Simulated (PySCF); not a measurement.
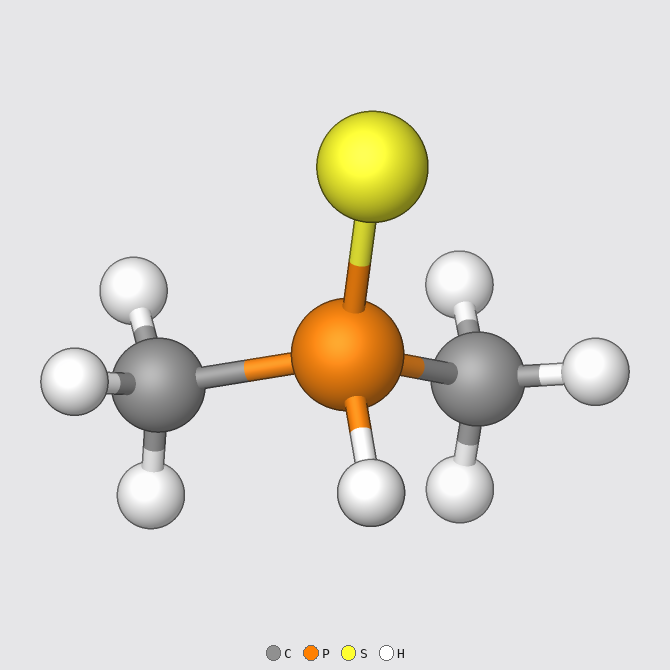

Ball-and-stick drawing of a structure. Every bond is drawn as one stick, whatever its order.

Identify the structure.

Formula C2H7PS. As SMILES it reads `C[PH](C)=S`. It has no ring. The point group is Cs. Coordination: 2 C tetrahedral; 1 P tetrahedral.

The parts below concern this one geometry. Atoms keep their numbers from picture to picture. The geometry was computed by an optimisation with PBE0-D3(BJ)/def2-SVP. No frequency run is at hand to confirm it as a minimum.

### Shape

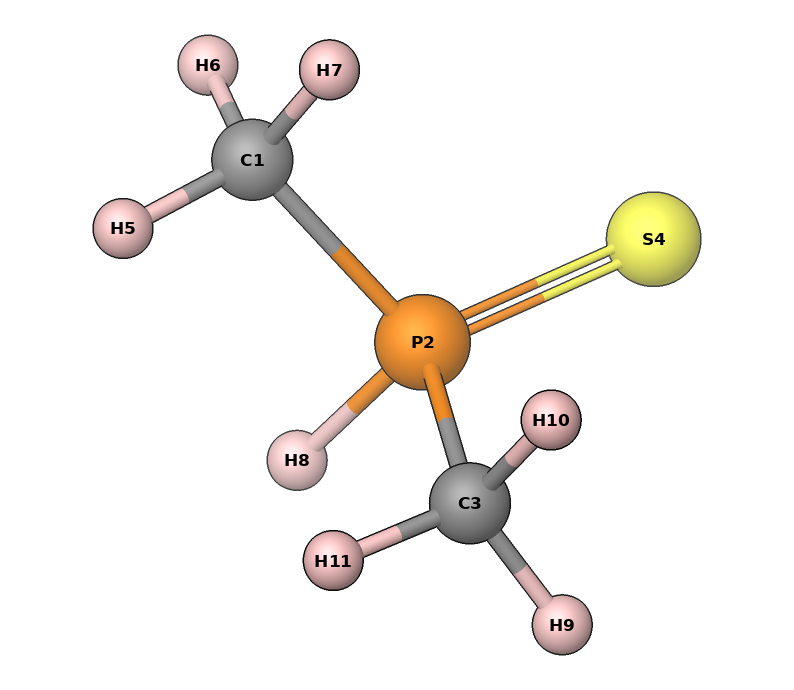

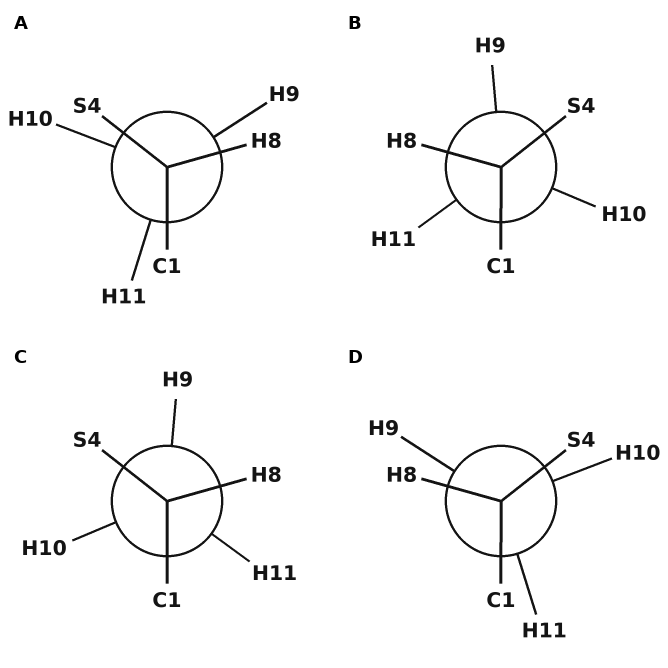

Depth is shown by fading: the farther an atom, the more it takes the colour of the background. Bonds that would overlap in a projection are set slightly apart. No frequency run is at hand to confirm it as a minimum.

> Which Newman projection shows the view along P2–C3, with P2 in front?

B. The torsion angle S4–P2–C3–H9 is −57°, synclinal (gauche).

### Electronic properties

No frequency run is at hand to confirm it as a minimum. Properties computed with B3LYP/def2-TZVP, gas phase (PySCF 2.14.0).

> Give the LUMO energy (Kohn–Sham orbital) at this level.

0.26 eV.

> What is the HOMO energy (Kohn–Sham orbital)?

−6.23 eV.

> What is the dipole moment?

4.45 D.

### Spin–spin coupling

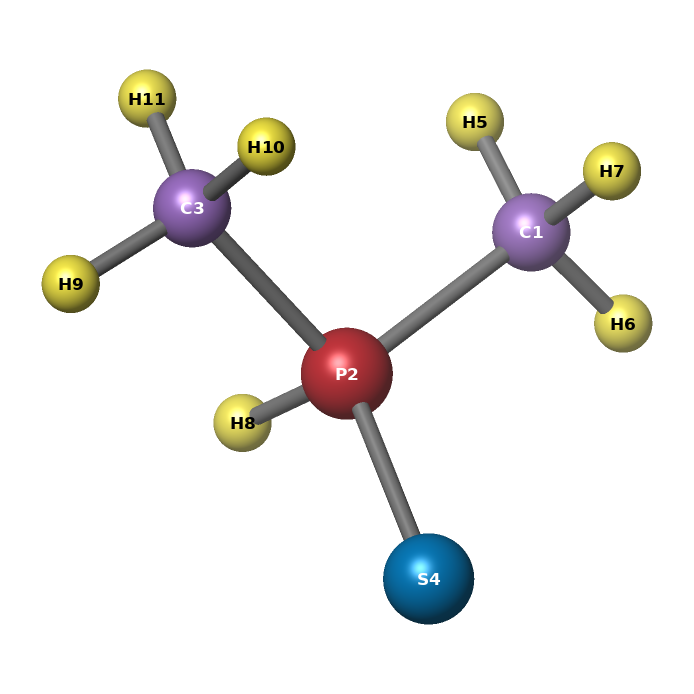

No frequency run is at hand to confirm it as a minimum. Method: B3LYP/def2-TZVP indirect spin-spin coupling, non-relativistic, gas phase (PySCF 2.14.0). Isotopes: 13C, 1H, 31P, 33S.

Give the spin–spin coupling constants of these pairs, with the number of bonds between them: C1/P2, P2/C3, P2/S4, P2/H8, P2/H11, P2/H10, P2/H5, P2/H9, P2/H6, P2/H7.

| pair | bonds apart | J (Hz) |
| --- | --- | --- |
| C1, P2 | 1 | 41.7 |
| P2, C3 | 1 | 42.0 |
| P2, S4 | 1 | −134.4 |
| P2, H8 | 1 | 343.9 |
| P2, H11 | 2 | −3.9 |
| P2, H10 | 2 | −11.8 |
| P2, H5 | 2 | −3.9 |
| P2, H9 | 2 | −10.1 |
| P2, H6 | 2 | −10.2 |
| P2, H7 | 2 | −11.8 |

### Quadrupole coupling

No frequency run is at hand to confirm it as a minimum. Electric field gradients from the ground-state density, B3LYP/cc-pVTZ (PySCF 2.14.0), non-relativistic apart from any core potentials.

Give the largest field-gradient component, the quadrupole coupling constant and the asymmetry for 33S at S4 (Q = −67.81 mb), 2H at H5 (Q = 2.86 mb), 2H at H6 (Q = 2.86 mb), 2H at H7 (Q = 2.86 mb), 2H at H8 (Q = 2.86 mb).

```
atom  V_zz (a.u.)  e²qQ/h (MHz)     η
  S4        2.161         −34.4  0.04
  H5        0.271         0.182  0.01
  H6        0.271         0.182  0.01
  H7        0.270         0.182  0.01
  H8        0.157         0.105  0.01
```
